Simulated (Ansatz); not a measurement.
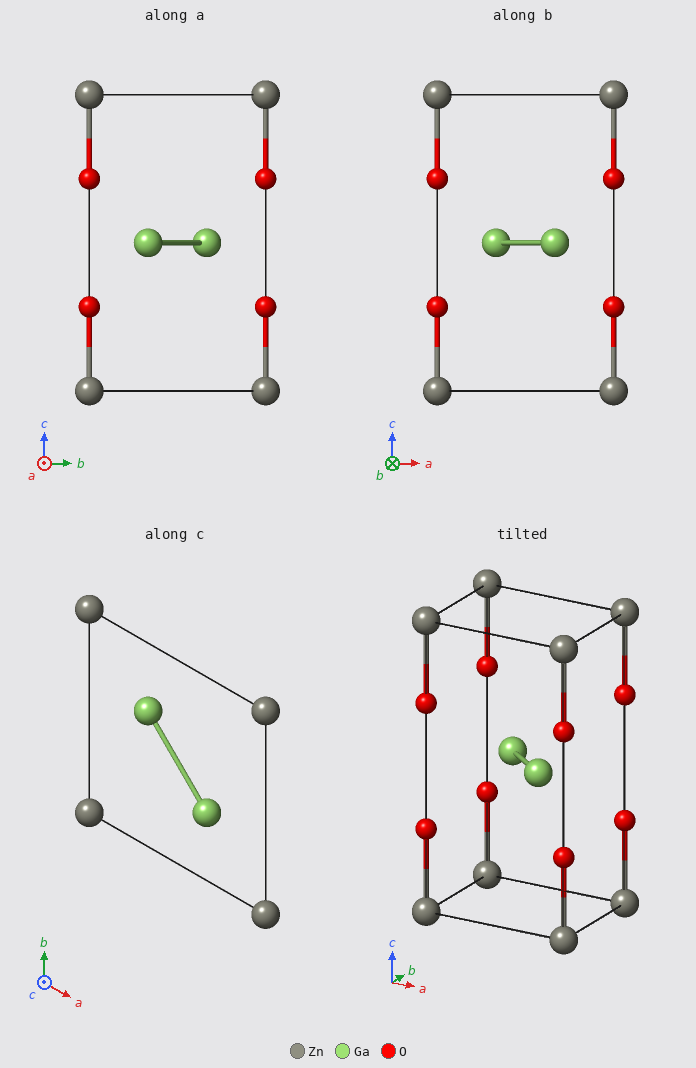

Ball-and-stick drawing of the structure, looking along the a axis, along the b axis, along the c axis and slightly off an axis. The lines enclose the conventional unit cell; boundary atoms appear with their images.

Lattice parameters: a = 4.2830 Å, b = 4.2830 Å, c = 6.2349 Å, α = 90.000°, β = 90.000°, γ = 120.000°.

Q: Give the structure in the form of a CIF with its space group and independent sites, with free fractional coordinates to two decimals.

A:
```cif
data_structure
_symmetry_space_group_name_H-M 'P 6/m m m'
_symmetry_Int_Tables_number 191
_cell_length_a 4.2830
_cell_length_b 4.2830
_cell_length_c 6.2349
_cell_angle_alpha 90.000
_cell_angle_beta 90.000
_cell_angle_gamma 120.000
_cell_volume 99.05
loop_
_atom_site_label
_atom_site_type_symbol
_atom_site_symmetry_multiplicity
_atom_site_Wyckoff_symbol
_atom_site_fract_x
_atom_site_fract_y
_atom_site_fract_z
_atom_site_occupancy
Zn1 Zn 1 a 0.00 0.00 0.00 1
Ga1 Ga 2 d 0.3333 0.6667 0.50 1
O1 O 2 e 0.00 0.00 0.72 1
```

Starting structure: a random cell made by a generator, so it need not be a real form of the compound. The final geometry of a relaxation with DFT PBE, scalar-relativistic, plane waves, PAW (Ansatz) is shown.
